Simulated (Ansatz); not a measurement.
# wB97M-V/def2-SVPD run of BHOF2 (SMILES OB(F)F)

What is the vertical singlet–triplet gap of BHOF2 at wB97M-V/def2-SVPD? 

The calculation is run with Ansatz 0.2.0.

63 further runs of the same task are left out: 63 set aside as unsound or not needed.

**1. The system as given**

BHOF2 has 5 atoms, charge 0, and is taken as a singlet. As SMILES, `OB(F)F`. The coordinates come from a PBE0-D4/def2-TZVP relaxation.

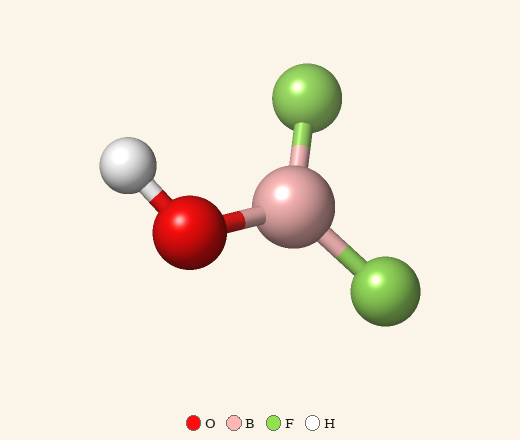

The structure, seen from a chosen angle (oxygen red, boron pink, fluorine green, hydrogen white).

**2. The energy at wB97M-V/def2-SVPD**

Input file molecule.yaml:

```yaml
crystal:
  periodic: [false, false, false]
  atoms:
    - {symbol: O, position_ang: [0.038630, 1.000750, 0.174310]}
    - {symbol: B, position_ang: [0.105760, -0.342460, 0.137210]}
    - {symbol: F, position_ang: [0.731030, -0.986880, 1.100700]}
    - {symbol: F, position_ang: [-0.439530, -1.051930, -0.843330]}
    - {symbol: H, position_ang: [-0.435890, 1.380520, -0.568880]}
basis:
  gaussian:
    orbitals: def2-SVPD
hamiltonian:
  xc: {name: wB97M-V}
accuracy: high
output: {orbitals: {seedname: orbitals}}
```

Launch:

```console
ansatz run molecule.yaml --threads 1 --pin off --max-ram 3480MiB --events-out events.jsonl --progress --plain --runs-dir runs
```

Output:

```text
Warning: RAYON_NUM_THREADS=1 ignored (pool sized by the plan → 1); use --threads N
Functional definition: wB97M-V
  name "wB97M-V"
  parameter omega = 0.3/bohr
  parameter cx = 0.15
  parameter cx01 = 1.007
  parameter cx10 = 0.259
  parameter css00 = 0.443
  parameter css04 = -1.437
  parameter css10 = -4.535
  parameter css20 = -3.390
  parameter css43 = 4.278
  parameter cos00 = 1.000
  parameter cos10 = 1.358
  parameter cos20 = 2.924
  parameter cos21 = -8.812
  parameter cos60 = -1.390
  parameter cos61 = 9.142
  parameter b = 6.0
  parameter c = 0.01
  gx(w, u) = 1 - cx + cx01*u + cx10*w
  gss(w, u) = css00 + css04*u^4 + css10*w + css20*w^2 + css43*w^4*u^3
  gos(w, u) = cos00 + cos10*w + (cos20 + cos21*u)*w^2 + (cos60 + cos61*u)*w^6
  exchange = spin_sum(e_x_unif_sr(omega)*gx(b97_w, b97_u_x)) + cx*exact_x_sr(omega) + exact_x_lr(omega)
  correlation = spin_sum(e_c_pw_mod_same_spin*gss(b97_w, b97_u_same))
      + integral(e_c_pw_mod_opposite_spin*gos(b97_w_opposite, b97_u_opposite)) + vv10(b, c)
1902 factors; integrals over basis functions are off by at most 3.2e-9 eV
393 factors; integrals over basis functions are off by at most 1.4e-9 eV
mean field evaluation 1: about -8166.0949 eV, gradient 5.1e1 eV
mean field evaluation 2: about -8166.3545 eV, gradient 5.2e1 eV
mean field evaluation 4: about -8170.3761 eV, gradient 1.7e0 eV
mean field evaluation 8: about -8170.3805 eV, gradient 4.3e-2 eV
mean field evaluation 16: about -8170.3805 eV, gradient 8.1e-6 eV
mean field -8170.38048174 eV, -300.2559446211 hartree, gradient 2.0e-8 eV, S^2 0.000000; 0 other end points of the search recorded, 0 dependent functions left out
reference -8170.38048618 eV, -300.2559447843 hartree; 16, 16 occupied and 81, 81 virtual orbitals, 1902 factors
Total energy: -8170.38048618 eV, -300.2559447843 hartree
```

Run time: 35 s. Hardware: 1 thread of Arm Neoverse V2, shared host; peak memory 0.47 GiB.

**3. The triplet at the same level**

Input file input.yaml:

```yaml
crystal:
  periodic: [false, false, false]
  atoms:
    - {symbol: O, position_ang: [0.038630, 1.000750, 0.174310]}
    - {symbol: B, position_ang: [0.105760, -0.342460, 0.137210]}
    - {symbol: F, position_ang: [0.731030, -0.986880, 1.100700]}
    - {symbol: F, position_ang: [-0.439530, -1.051930, -0.843330]}
    - {symbol: H, position_ang: [-0.435890, 1.380520, -0.568880]}
basis:
  gaussian: {orbitals: def2-SVPD}
magnetization: {spin_polarized: true, initial_magnetization: 2}
hamiltonian: {xc: {name: wB97M-V}}
accuracy: high
output: {orbitals: {seedname: orbitals}}
```

Launch:

```console
ansatz run input.yaml --threads 1 --pin off --max-ram 3480MiB --events-out events.jsonl --progress --plain --runs-dir runs
```

Output (excerpt; [...] marks lines left out):

```text
Warning: RAYON_NUM_THREADS=1 ignored (pool sized by the plan → 1); use --threads N
[... 2 set-up lines as earlier in the session ...]
[...]
  gx(w, u) = 1 - cx + cx01*u + cx10*w
  gss(w, u) = css00 + css04*u^4 + css10*w + css20*w^2 + css43*w^4*u^3
  gos(w, u) = cos00 + cos10*w + (cos20 + cos21*u)*w^2 + (cos60 + cos61*u)*w^6
[...]
      + integral(e_c_pw_mod_opposite_spin*gos(b97_w_opposite, b97_u_opposite)) + vv10(b, c)
1902 factors; integrals over basis functions are off by at most 3.2e-9 eV
393 factors; integrals over basis functions are off by at most 1.4e-9 eV
[...]
mean field -8161.20042327 eV, -299.9185836950 hartree, gradient 9.5e-8 eV, S^2 2.002787; 4 other end points of the search recorded, 0 dependent functions left out
reference -8161.20042628 eV, -299.9185838054 hartree; 17, 15 occupied and 80, 82 virtual orbitals, 1902 factors
Total energy: -8161.20042628 eV, -299.9185838054 hartree
```

Run time: 2.4 min. Hardware: 1 thread of Arm Neoverse V2, shared host; peak memory 0.82 GiB.

**4. What came out**

At wB97M-V/def2-SVPD:

| quantity | value |
| --- | --- |
| singlet: total energy | -300.25594 Eh |
| singlet: HOMO energy | -13.42 eV |
| singlet: LUMO energy | 0.70 eV |
| singlet: HOMO–LUMO gap | 14.12 eV |
| triplet: total energy | -299.91858 Eh |
| triplet: HOMO energy (highest over α and β) | -4.63 eV |
| triplet: ⟨S²⟩ | 2.003 |
| vertical energy of the triplet above the singlet | 9.180 eV |

In words: At this shape the triplet lies 9.18 eV (886 kJ/mol) above the singlet.
